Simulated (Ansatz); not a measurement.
# One shape, several levels: quartet BNH3

Aim: a comparison of 6 runs (U-revPBE/STO-3G, UCAM-B3LYP/STO-3G, UPBE/STO-3G, USVWN5/STO-3G, UMP2/STO-3G, UCCSD/STO-3G) of quartet BNH3. 

Program for the calculation: Ansatz 0.2.0.

53 further runs of the same task are left out: 53 set aside as unsound or not needed.

## 1. The system as given

BNH3 has 5 atoms, charge 0, and is taken as a quartet. As SMILES of the parent species, `B[NH]`. The shape is that of a PBE0-D4/def2-TZVP optimisation. That shape belongs to the parent species and isn't relaxed for this state.

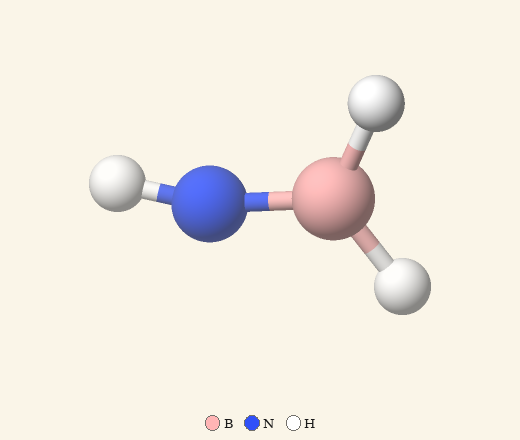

The structure, seen from a chosen angle (boron pink, nitrogen blue, hydrogen white).

## 2. The energy at U-revPBE/STO-3G (run 1)

The input, input.yaml:

```yaml
crystal:
  periodic: [false, false, false]
  atoms:
    - {symbol: B, position_ang: [-0.310800, -0.370100, -0.091600]}
    - {symbol: N, position_ang: [0.531200, 0.655200, -0.019800]}
    - {symbol: H, position_ang: [-0.414800, -1.107400, 0.862500]}
    - {symbol: H, position_ang: [-0.964100, -0.573100, -1.081900]}
    - {symbol: H, position_ang: [1.208400, 1.321700, 0.289300]}
basis:
  gaussian: {orbitals: STO-3G}
magnetization: {spin_polarized: true, initial_magnetization: 3}
hamiltonian: {xc: {name: revPBE}}
accuracy: high
```

On the command line:

```sh
ansatz run input.yaml --threads 1 --pin off --max-ram 2610MiB --events-out events.jsonl --progress --plain --runs-dir runs
```

The program printed:

```text
Warning: RAYON_NUM_THREADS=1 ignored (pool sized by the plan → 1); use --threads N
Functional definition: revPBE
  name "revPBE"
  parameter kappa = 1.245
  parameter beta = 0.06672455060314922
  exchange = pbe_x(kappa = kappa, mu = beta*pi^2/3)
  correlation = pbe_c(beta = beta)
207 factors; integrals over basis functions are off by at most 9.2e-9 eV
mean field evaluation 1: about -2177.1752 eV, gradient 8.5e0 eV
mean field evaluation 2: about -2176.1628 eV, gradient 1.3e1 eV
mean field evaluation 4: about -2177.8998 eV, gradient 4.1e-1 eV
mean field evaluation 8: about -2177.8602 eV, gradient 9.5e-3 eV
mean field evaluation 16: about -2177.8602 eV, gradient 1.4e-7 eV
mean field -2177.86024367 eV, -80.0348877480 hartree, gradient 4.1e-8 eV, S^2 3.754500; 0 other end points of the search recorded, 0 dependent functions left out
reference -2177.86024589 eV, -80.0348878297 hartree; 9, 6 occupied and 4, 7 virtual orbitals, 207 factors
Total energy: -2177.86024589 eV, -80.0348878297 hartree
```

Wall time 1.2 s (1 thread of Arm Neoverse V1, shared host); peak memory 0.11 GiB.

## 3. The energy at UCAM-B3LYP/STO-3G (run 2)

The input, molecule.yaml:

```yaml
crystal:
  periodic: [false, false, false]
  atoms:
    - {symbol: B, position_ang: [-0.310800, -0.370100, -0.091600]}
    - {symbol: N, position_ang: [0.531200, 0.655200, -0.019800]}
    - {symbol: H, position_ang: [-0.414800, -1.107400, 0.862500]}
    - {symbol: H, position_ang: [-0.964100, -0.573100, -1.081900]}
    - {symbol: H, position_ang: [1.208400, 1.321700, 0.289300]}
basis:
  gaussian:
    orbitals: STO-3G
magnetization:
  spin_polarized: true
  initial_magnetization: 3
hamiltonian:
  xc: {name: CAM-B3LYP}
accuracy: high
```

On the command line:

```sh
ansatz run molecule.yaml --threads 1 --pin off --max-ram 2610MiB --events-out events.jsonl --progress --plain --runs-dir runs
```

The program printed:

```text
Warning: RAYON_NUM_THREADS=1 ignored (pool sized by the plan → 1); use --threads N
Functional definition: CAM-B3LYP
  name "CAM-B3LYP"
  parameter alpha = 0.19
  parameter beta = 0.46
  parameter omega = 0.33/bohr
  parameter ac = 0.81
  exchange = (1 - alpha - beta)*b88_x + beta*b88_x_sr(omega) + alpha*exact_x + beta*exact_x_lr(omega)
  correlation = (1 - ac)*vwn5_c + ac*lyp_c
207 factors; integrals over basis functions are off by at most 9.2e-9 eV
132 factors; integrals over basis functions are off by at most 9.2e-10 eV
mean field evaluation 1: about -2176.1626 eV, gradient 8.9e0 eV
mean field evaluation 2: about -2176.7093 eV, gradient 4.0e0 eV
mean field evaluation 4: about -2176.8109 eV, gradient 1.2e-1 eV
mean field evaluation 8: about -2176.7861 eV, gradient 1.4e-3 eV
mean field evaluation 16: about -2176.7861 eV, gradient 5.8e-7 eV
mean field -2176.78610273 eV, -79.9954137966 hartree, gradient 1.6e-8 eV, S^2 3.756000; 0 other end points of the search recorded, 0 dependent functions left out
reference -2176.78611482 eV, -79.9954142410 hartree; 9, 6 occupied and 4, 7 virtual orbitals, 207 factors
Total energy: -2176.78611482 eV, -79.9954142410 hartree
```

It took 1.4 s on 1 thread of Arm Neoverse V1, shared host; peak memory 0.11 GiB.

Runs 3 to 5 aren't shown in full; the table further down has their settings and results.

## 4. The energy at UCCSD/STO-3G (run 6)

Edit input.yaml of step 2 so:

```diff
@@ -11,3 +11,4 @@
 magnetization: {spin_polarized: true, initial_magnetization: 3}
-hamiltonian: {xc: {name: revPBE}}
+correlation: {method: ccsd, frozen_orbitals: {B: 1, H: 0, "N": 1}}
 accuracy: high
+scf: {omitted_lower_state_checks: [cluster_reference, increment]}
```

On the command line:

```sh
ansatz run input.yaml --threads 1 --pin off --max-ram 2610MiB --events-out events.jsonl --progress --plain --runs-dir runs
```

The program printed (excerpt; [...] marks lines left out):

```text
Warning: RAYON_NUM_THREADS=1 ignored (pool sized by the plan → 1); use --threads N
Functional definition: HF
  name "HF"
[...]
207 factors; integrals over basis functions are off by at most 9.2e-9 eV
[...]
mean field -2165.54532973 eV, -79.5823230082 hartree, gradient 2.2e-8 eV, S^2 3.770995; 0 other end points of the search recorded, 0 dependent functions left out
2 core orbitals not correlated: weight in the atoms' cores, before any rotation towards them, 1.000 or more for the frozen orbitals, at most 0.000 for the correlated occupied ones
reference -2165.54532973 eV, -79.5823230082 hartree; 7, 4 occupied and 4, 7 virtual orbitals, 207 factors
second order -1.38548418 eV of doubles, -0.00000000 eV of singles
cycle   1  -1.82167044 eV  change   -4.4e-1 eV  update   5.6e-2
[...]
cycle  23  -2.16532759 eV  change   6.2e-10 eV  update  6.6e-10
Total energy: -2167.71065732 eV, -79.6618973295 hartree
Checks for a lower state left out: cluster_reference, increment
```

Wall time 0.14 s (1 thread of Arm Neoverse V1, shared host).

## 5. Overview of the runs

| run | level | frozen core orbitals | energy (Eh) | ⟨S²⟩ | wall time |
| --- | --- | --- | --- | --- | --- |
| 1 | U-revPBE/STO-3G | – | -80.034888 | 3.755 | 1.2 s |
| 2 | UCAM-B3LYP/STO-3G | – | -79.995414 | 3.756 | 1.4 s |
| 3 | UPBE/STO-3G | – | -79.935722 | 3.754 | 1.2 s |
| 4 | USVWN5/STO-3G | – | -79.272062 | 3.753 | 0.76 s |
| 5 | UMP2/STO-3G | 2 | -79.633239 | 3.771 | 0.08 s |
| 6 | UCCSD/STO-3G | 2 | -79.661897 | 3.771 | 0.14 s |

## 6. Summary of results

| quantity | value |
| --- | --- |
| run 6: total energy | -79.66190 Eh |
| run 6: correlation energy (2 core orbitals frozen) | -79.6 mEh |
| run 6: ⟨S²⟩ of the reference determinant | 3.771 |
| run 6: T1 diagnostic | 0.017 |

Totals of different functionals can't be ranked against each other. In runs 1, 2, 3, 4, 5, 6 the basis is minimal, so the values are rough. All runs together took 4.8 s, the longest 1.4 s.
